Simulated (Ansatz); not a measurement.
## Electronic structure of F3H2InO (SMILES [OH2+][In-]([F])([F])[F]) in real space

Input file:

```
crystal:
  periodic: [false, false, false]
  atoms:
    - {symbol: O, position_ang: [-1.132633, 0.539295, 0.266084]}
    - {symbol: In, position_ang: [0.704058, -0.612493, -0.373198]}
    - {symbol: F, position_ang: [1.046135, -0.939573, 1.513066]}
    - {symbol: F, position_ang: [0.237760, -2.084071, -1.526999]}
    - {symbol: F, position_ang: [1.372354, 1.041535, -1.146930]}
    - {symbol: H, position_ang: [-1.155224, 0.530430, 1.231668]}
    - {symbol: H, position_ang: [-1.011249, 1.456976, -0.009490]}
basis:
  gaussian: {orbitals: def2-TZVPP}
hamiltonian: {xc: pbe0, dispersion: d4}
output: {orbitals: {seedname: orbitals}}
```

Run with:

```sh
ansatz run in.yaml --threads 4 --pin off --events-out ev --progress --plain --max-ram 10444MiB
```

Geometry: PBE0-D4/def2-TZVP; core potentials replace the inner electrons of In.

Theory: RKS PBE0-D4/def2-TZVPP in Ansatz.

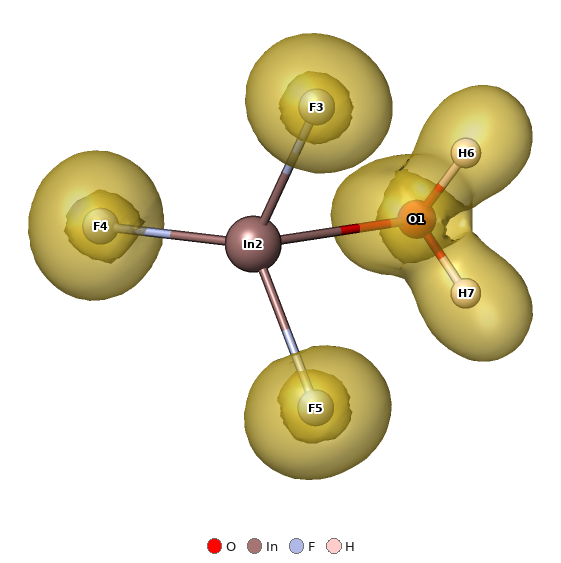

Figure 1. Isosurface of the electron localisation function at 0.75 (yellow), seen at a tilt. Core shells and regions of very low density are left out.

Question: Identify the bonds, lone pairs and shells in this picture.

Answer: The ELF exceeds this value in three regions wrapped around F (the valence shell of each) and one joined region spread over several atoms (H, O), in which their bonds and any lone pairs are merged.


In–F (1.93 Å): the ELF peaks at about 0.80 in the valence shell of F, 0.5 Å from its nucleus, and drops to about 0.15 between the two atoms. In–O (2.26 Å): the ELF peaks at about 0.90 in the valence shell of O, 0.6 Å from its nucleus, and drops to about 0.10 between the two atoms.

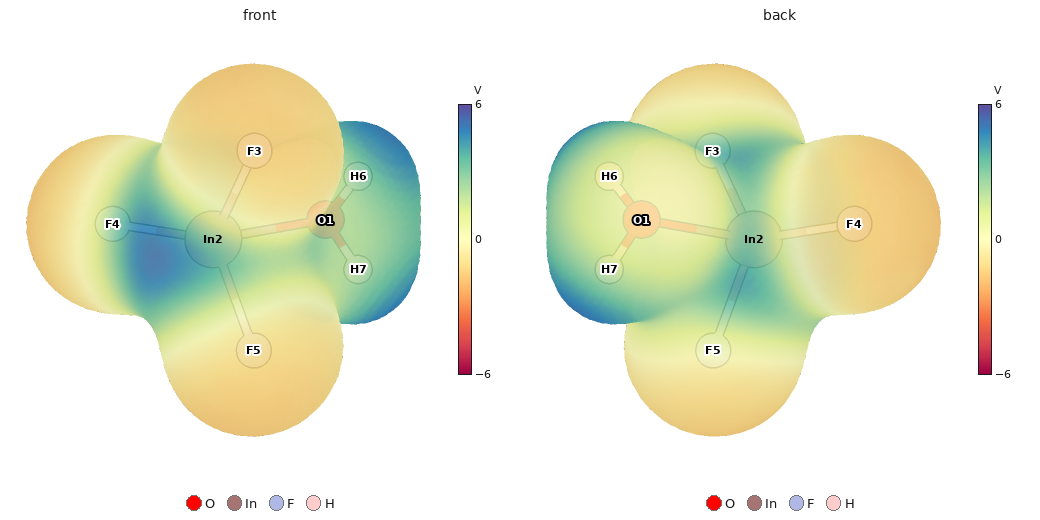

Figure 2. The electrostatic potential painted on the density surface at 0.004 e/bohr³, seen from the front and from behind; red is negative and blue positive.

Question: Where is the surface potential most negative and most positive?

Answer: The most negative region (about −1.6 V) lies over F4 and F5, the most positive (about +5.0 V) over In2, H6 and H7.

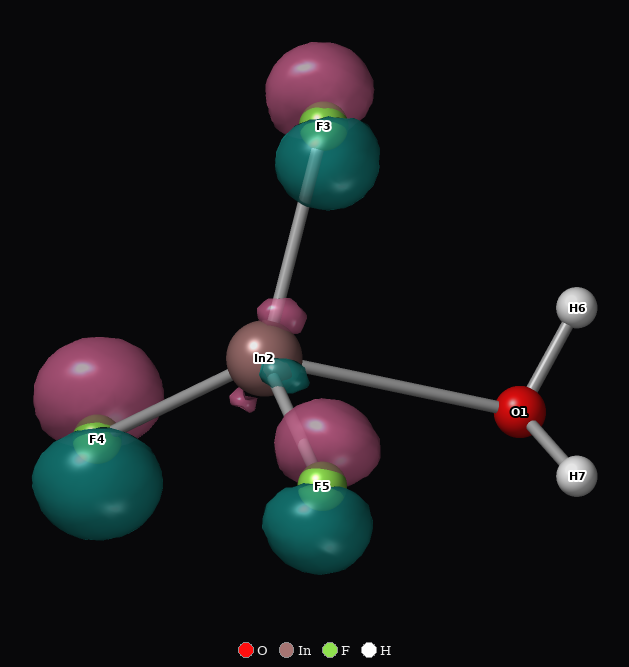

Figure 3. The HOMO at ±0.3 Å⁻³ᐟ² (teal and pink are the two phases), seen at a tilt.

Question: What is the character of this orbital?

Answer: By Hirshfeld shares it lies mainly on F4 (about 45 %), F3 (about 25 %), F5 (about 25 %) and In2 (about 10 %); largely a combination of lone pairs on F4, F3 and F5. Its energy is −10.42 eV.
